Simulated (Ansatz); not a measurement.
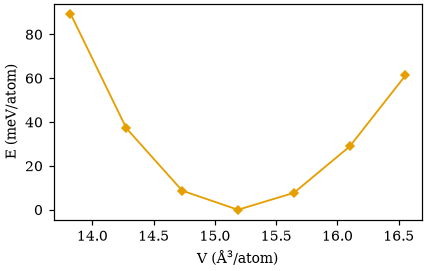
InPd$_{3}$ (Cu3Au type, Pm-3m) under volume change, LDA in the plane-wave PAW code Ansatz, scaled uniformly.

Q: What does a third-order Birch–Murnaghan fit give for V₀, B₀ and B′?

A: V₀ = 15.19 Å³/atom, B₀ = 191 GPa, B′ = 5.3.

The first step of the workflow began from a Materials Project structure, measured or hypothetical; the Crystallography Open Database copy checked does not list it. With In and Pd taken as one species the cell has the higher symmetry Fm-3m, so it may be an ordered model of a mixed-site phase. Its standing as an ambient phase is unchecked. Symmetry was held in the LDA relaxation; of distortions, only those at the zone centre were tested. No spin polarisation was allowed.

Potentials: the later of the program's two PAW sets.
